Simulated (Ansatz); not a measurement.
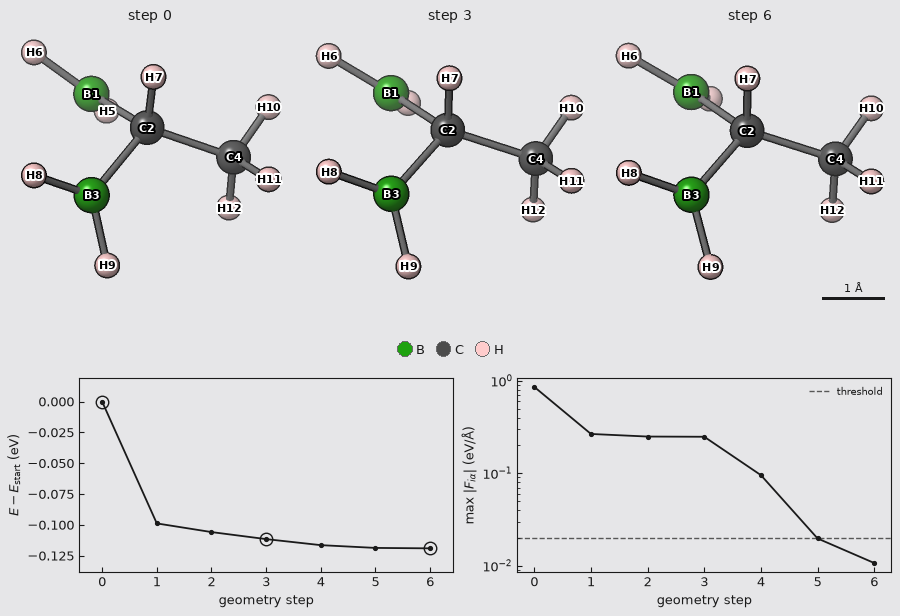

Frames of a relaxation of C2H8B2, marked on the history of the run. The picture is a ball-and-stick view, seen from a free direction.

The run prepares an end point of a later path (hydrogen shift) calculation, from a guessed geometry.

Theory: RKS BLYP/6-31G* (Ansatz). (no spin polarisation; force threshold 0.02 eV/Å; at most 50 steps)

**Describe the path.**

The energy falls by 0.119 eV in 6 geometry steps. The largest force component goes from 0.86 to 0.011 eV/Å. The atom that moves furthest after the best rigid fit is H5 (0.21 Å). By element the largest moves are H 0.21 Å, C 0.07 Å, B 0.03 Å. Some distances before and after: B1–H5 1.169 → 1.205 Å, B1–H6 1.169 → 1.202 Å, C2–H7 1.096 → 1.121 Å, C2–C4 1.534 → 1.550 Å. Among the angles between lasting bonds that change: B1–C2–H7 106.5° → 100.2°, C4–C2–H7 109.4° → 113.0°, B1–C2–B3 103.8° → 106.2°. Cost: 37 s on 1 thread of Intel(R) Xeon(R) Processor @ 2.50GHz (Skylake/Cascade Lake), on a shared host, peak memory 0.12 GiB. From step 0 to 3: H atoms move most (0.13 Å), energy −0.112 eV. From step 3 to 6: H atoms move most (0.08 Å), energy −0.007 eV.

```json
{"step": "0", "E − E(0), eV": "0.0000", "largest force component, eV/Å": "0.8572"}
{"step": "1", "E − E(0), eV": "-0.0988", "largest force component, eV/Å": "0.2657"}
{"step": "2", "E − E(0), eV": "-0.1058", "largest force component, eV/Å": "0.2490"}
{"step": "3", "E − E(0), eV": "-0.1115", "largest force component, eV/Å": "0.2477"}
{"step": "4", "E − E(0), eV": "-0.1164", "largest force component, eV/Å": "0.0952"}
{"step": "5", "E − E(0), eV": "-0.1186", "largest force component, eV/Å": "0.0197"}
{"step": "6", "E − E(0), eV": "-0.1190", "largest force component, eV/Å": "0.0107"}
```
